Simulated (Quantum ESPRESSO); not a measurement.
# 1T-PtS2, 2 layers, AA stacking, stepped through biaxial strain, part 3 of 7

What law, if any, do the results for 1T-PtS2, 2 layers, AA stacking follow against biaxial strain?

Quantum ESPRESSO 7.5; plane-wave DFT, PBE, GBRV ultrasoft pseudopotentials.

So far. Step 2 (Relaxing cell and ions of the reference):  The last row is no step: it is a fresh SCF in the final cell with a new plane-wave basis, +0 meV from the row before. Step 3 (Relaxation with pw.x, -4 %): The relaxation lowers the energy by 36 meV an atom.

## 4. Self-consistent run, -4 %

The self-consistent run of this member.

Level of this step: plane-wave DFT, PBE, GBRV ultrasoft pseudopotentials (Quantum ESPRESSO 7.5).

File m0.scf.in:

```
&control
  prefix = 'm0.scf'
  outdir = './out'
  pseudo_dir = './pseudo'
  calculation = 'scf'
  tprnfor = .true.
/
&system
  ibrav = 0
  nat = 6
  ntyp = 2
  ecutwfc = 40
  ecutrho = 200
  occupations = 'smearing'
  smearing = 'fd'
  degauss = 0.002
  nbnd = 32
/
&electrons
  conv_thr = 1e-09
  mixing_beta = 0.4
  electron_maxstep = 120
  mixing_mode = 'plain'
/
ATOMIC_SPECIES
  S   32.0600  s_pbe_v1.4.uspp.F.UPF
  Pt  195.0840  pt_pbe_v1.4.uspp.F.UPF
CELL_PARAMETERS angstrom
  3.41782154112000 0.00000000000000 0.00000000000000
  -1.70891077056000 2.95992028032000 0.00000000000000
  0.00000000000000 0.00000000000000 22.22817278700000
ATOMIC_POSITIONS crystal
  S   0.666666666700 0.333333333300 0.321965973000
  Pt  0.000000000000 0.000000000000 0.381464967200
  S   0.333333333300 0.666666666700 0.439806182300
  S   0.666666666700 0.333333333300 0.560193817700
  Pt  0.000000000000 0.000000000000 0.618535032800
  S   0.333333333300 0.666666666700 0.678034027000
K_POINTS automatic
  12 12 1 0 0 0
```

Run with:

```sh
> OMP_NUM_THREADS=1 mpirun -n 4 pw.x -nk 4 -in m0.scf.in > m0.scf.out
```

What it wrote:

```text
[banner, memory and clock lines left out]
Program PWSCF v.7.5 starts
[citation notice left out]

[...]
Message from routine setup:
[...]
bravais-lattice index     =            0
     lattice parameter (alat)  =       6.4587  a.u.
     unit-cell volume          =    1517.5037 (a.u.)^3
     number of atoms/cell      =            6
     number of atomic types    =            2
     number of electrons       =        56.00
     number of Kohn-Sham states=           32
     kinetic-energy cutoff     =      40.0000  Ry
     charge density cutoff     =     200.0000  Ry
     scf convergence threshold =      1.0E-09
     mixing beta               =       0.4000
     number of iterations used =            8  plain     mixing
     Exchange-correlation=  SLA  PW   PBX  PBC
                           (   1   4   3   4   0   0   0)

[...]
PseudoPot. # 1 for S  read from file:
     ./pseudo/s_pbe_v1.4.uspp.F.UPF
     Pseudo is Ultrasoft + core correction, Zval =  6.0
     Generated by new atomic code, or converted to UPF format
     Using radial grid of  907 points,  6 beta functions with:
                l(1) =   0
                l(2) =   0
                l(3) =   1
                l(4) =   1
                l(5) =   2
                l(6) =   2
     Q(r) pseudized with  8 coefficients,  rinner =    1.300   1.300   1.300
                                                       1.300   1.300

     PseudoPot. # 2 for Pt read from file:
     ./pseudo/pt_pbe_v1.4.uspp.F.UPF
     Pseudo is Ultrasoft + core correction, Zval = 16.0
     Generated by new atomic code, or converted to UPF format
     Using radial grid of  985 points,  6 beta functions with:
                l(1) =   0
                l(2) =   0
                l(3) =   1
                l(4) =   1
                l(5) =   2
                l(6) =   2
     Q(r) pseudized with  8 coefficients,  rinner =    1.300   1.300   1.300
                                                       1.300   1.300

     atomic species   valence    mass     pseudopotential
     S                 6.00    32.06000     S ( 1.00)
     Pt               16.00   195.08400     Pt( 1.00)

     12 Sym. Ops., with inversion, found

[...]
number of k points=    19  Fermi-Dirac smearing, width (Ry)=  0.0020
[...]
Dense  grid:    72603 G-vectors     FFT dimensions: (  30,  30, 192)

     Smooth grid:    51643 G-vectors     FFT dimensions: (  25,  25, 180)

     Initial potential from superposition of free atoms

     starting charge      54.9998, renormalised to      56.0000

     negative rho (up, down):  3.669E-01 0.000E+00
     Starting wfcs are   40 randomized atomic wfcs

     per-process dynamical memory:    68.2 Mb

     Self-consistent Calculation

     iteration #  1     ecut=    40.00 Ry     beta= 0.40
     Davidson diagonalization with overlap
     ethr =  1.00E-02,  avg # of iterations =  2.8

     negative rho (up, down):  3.457E-01 0.000E+00

     total energy              =    -516.48252474 Ry
     estimated scf accuracy    <       3.99958147 Ry

     iteration #  2     ecut=    40.00 Ry     beta= 0.40
[...]
negative rho (up, down):  3.489E-01 0.000E+00

[...]
total energy              =    -517.58990213 Ry
     estimated scf accuracy    <       2.20814781 Ry

     iteration #  3     ecut=    40.00 Ry     beta= 0.40
[...]
negative rho (up, down):  3.483E-01 0.000E+00

[...]
total energy              =    -517.85625686 Ry
     estimated scf accuracy    <       0.33387492 Ry

     iteration #  4     ecut=    40.00 Ry     beta= 0.40
[...]
negative rho (up, down):  3.450E-01 0.000E+00

[...]
total energy              =    -517.90462631 Ry
     estimated scf accuracy    <       0.11290529 Ry

     iteration #  5     ecut=    40.00 Ry     beta= 0.40
[...]
negative rho (up, down):  3.437E-01 0.000E+00

[...]
total energy              =    -517.91018233 Ry
     estimated scf accuracy    <       0.01313745 Ry

     iteration #  6     ecut=    40.00 Ry     beta= 0.40
[...]
negative rho (up, down):  3.437E-01 0.000E+00

[...]
total energy              =    -517.91376153 Ry
     estimated scf accuracy    <       0.00358646 Ry

[...]
iteration # 12     ecut=    40.00 Ry     beta= 0.40
[...]
negative rho (up, down):  3.438E-01 0.000E+00

[...]
total energy              =    -517.91403947 Ry
     estimated scf accuracy    <       0.00000001 Ry

     iteration # 13     ecut=    40.00 Ry     beta= 0.40
[...]
negative rho (up, down):  3.438E-01 0.000E+00

[...]
total energy              =    -517.91403948 Ry
     estimated scf accuracy    <          7.6E-09 Ry

     iteration # 14     ecut=    40.00 Ry     beta= 0.40
[...]
negative rho (up, down):  3.438E-01 0.000E+00

[...]
total energy              =    -517.91403948 Ry
     estimated scf accuracy    <          1.4E-09 Ry

     iteration # 15     ecut=    40.00 Ry     beta= 0.40
[...]
negative rho (up, down):  3.438E-01 0.000E+00

[...]
End of self-consistent calculation

          k = 0.0000 0.0000 0.0000 (  6565 PWs)   bands (ev):

   -51.3002 -51.3001 -51.2649 -51.2649 -51.2649 -51.2649 -12.8452 -12.6375
   -10.7999 -10.4312  -4.5175  -3.9586  -3.9586  -3.9487  -3.9487  -3.8286
    -1.4102  -1.4102  -1.4026  -1.4026  -0.1797   0.4991   0.4991   1.4736
     1.4736   1.5886   1.5886   1.7478   4.7785   4.7785   5.0307   5.0307

          k = 0.0000 0.0962 0.0000 (  6539 PWs)   bands (ev):

   -51.2998 -51.2998 -51.2672 -51.2672 -51.2655 -51.2655 -12.7478 -12.5397
   -10.7961 -10.4461  -4.4424  -3.9918  -3.9794  -3.9059  -3.8931  -3.7092
    -1.5589  -1.5398  -1.4845  -1.4704  -0.1289   0.2756   0.4095   1.2124
     1.5217   1.5420   1.6423   2.1184   4.3533   4.5852   4.6459   4.9248

[...]
the Fermi energy is     2.7444 ev

!    total energy              =    -517.91403948 Ry
     estimated scf accuracy    <          3.7E-10 Ry
     smearing contrib. (-TS)   =      -0.00000000 Ry
     internal energy E=F+TS    =    -517.91403948 Ry

     The total energy is F=E-TS. E is the sum of the following terms:
     one-electron contribution =   -2584.94252702 Ry
     hartree contribution      =    1305.46860445 Ry
     xc contribution           =    -147.66034155 Ry
     ewald contribution        =     909.22022464 Ry

     convergence has been achieved in  15 iterations

     negative rho (up, down):  3.438E-01 0.000E+00

     Forces acting on atoms (cartesian axes, Ry/au):

     atom    1 type  1   force =     0.00000000    0.00000000   -0.00393438
     atom    2 type  2   force =     0.00000000    0.00000000   -0.00367499
     atom    3 type  1   force =     0.00000000   -0.00000000   -0.00099297
     atom    4 type  1   force =     0.00000000   -0.00000000    0.00099297
     atom    5 type  2   force =     0.00000000   -0.00000000    0.00367499
     atom    6 type  1   force =     0.00000000    0.00000000    0.00393438

     Total force =     0.007742     Total SCF correction =     0.000110

[...]
```

Elapsed: 34 s, on 4 MPI ranks of Arm Neoverse V1, shared host; peak memory 0.67 GiB.

Read from the output:

* free energy: -7046.5795 eV
* valence top, on the run's zero: 2.244 eV
* conduction bottom, on the run's zero: 3.246 eV
* gap by band count: 1.002 eV

## 5. Electrostatic potential, -4 %

plot_num = 11 writes the bare and Hartree potential, from which vacuum levels or, in a crystal, the mean potential are read.

File m0.pot.in:

```
&inputpp
  prefix = 'm0.scf'
  outdir = './out'
  filplot = 'm0.pot.dat'
  plot_num = 11
/
```

Run with:

```sh
> OMP_NUM_THREADS=1 mpirun -n 4 pp.x -in m0.pot.in > m0.pot.out
```

What it wrote:

```text
[banner, memory and clock lines left out]
Program POST-PROC v.7.5 starts

          URL

     ./out/m0.scf.save/

     IMPORTANT: XC functional enforced from input :
     Exchange-correlation= PBE
                           (   1   4   3   4   0   0   0)
     Any further DFT definition will be discarded
     Please, verify this is what you really want

     negative rho (up, down):  3.438E-01 0.000E+00

     Calling punch_plot, plot_num =  11
     Writing data to file  m0.pot.dat
     Message from routine chdens:
     namelist plot not found or invalid, exiting
```

The job ended after 0.97 s (4 MPI ranks; peak memory 0.1 GiB; 3.6 s of CPU time).

Numbers from this step:

| Item | Value |
| --- | --- |
| slope of the potential above | 6.89e-5 eV/Å |
| upper vacuum line continued to the top atoms, over the valence top | 5.670 eV |
| slope of the potential below | -4.89e-5 eV/Å |
| lower vacuum line continued to the bottom atoms, over the valence top | 5.670 eV |
| vacuum level at the upper face over the valence top of the mesh | 5.670 eV |
| vacuum level at the lower face over the valence top of the mesh | 5.670 eV |

The potential energy, planar mean oscillates, so the rows of the table below give means over windows of 1 Å about each position, cut where the curve ends. Its maxima inside the range that stand out by 2 % of the span (Å: eV): 7.8: -8.22, 9.3: -8.75, 11.1: 4.20, 13.0: -8.75, 14.5: -8.22. Its minima: 7.2: -11.7, 8.5: -16.2, 9.7: -11.9, 12.5: -11.9, 13.8: -16.2, 15.1: -11.7.

Electrostatic potential energy of an electron; zero at the highest filled level of the SCF mesh. Table of potential energy, planar mean by z; means over each step:

| z (Å) | potential energy, planar mean (eV) |
| --- | --- |
| 0 | 5.67 |
| 1 | 5.67 |
| 2 | 5.67 |
| 3 | 5.67 |
| 4 | 5.67 |
| 5 | 5.58 |
| 6 | 3.85 |
| 7 | -8.19 |
| 8 | -11.9 |
| 9 | -12.0 |
| 10 | -7.67 |
| 11 | 3.38 |
| 12 | -4.61 |
| 13 | -11.0 |
| 14 | -13.5 |
| 15 | -9.64 |
| 16 | 2.09 |
| 17 | 5.50 |
| 18 | 5.66 |
| 19 | 5.67 |
| 20 | 5.67 |
| 21 | 5.67 |
| 22 | 5.67 |

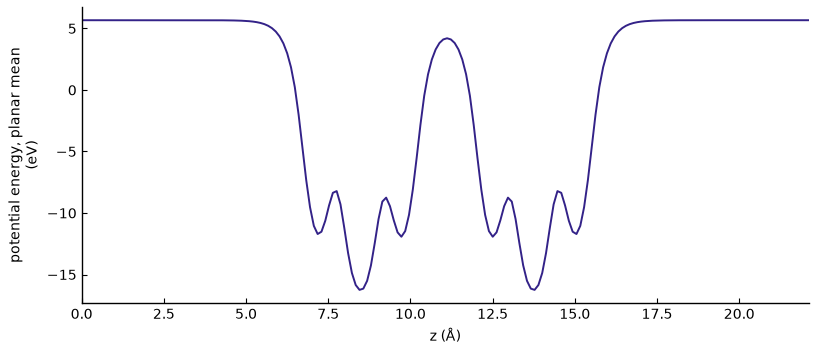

Potential energy, planar mean against z.

(Part 3 of 7 ends here.)

[Logs are printed without paths, hosts, clocks, repeated set-up lines and the standing remarks that a program may print on its own settings, such as how far it seeks lower states.]

[Hosts, paths, dates, database ids (printed as entryN), source tags and the programs' standing remarks are cut or masked in the printed files.]

[Maps of the electrostatic potential energy from Ansatz leave out the sawtooth potential of an applied field or a dipole correction, so their vacuum need not be flat; planar profiles and work functions include it.]
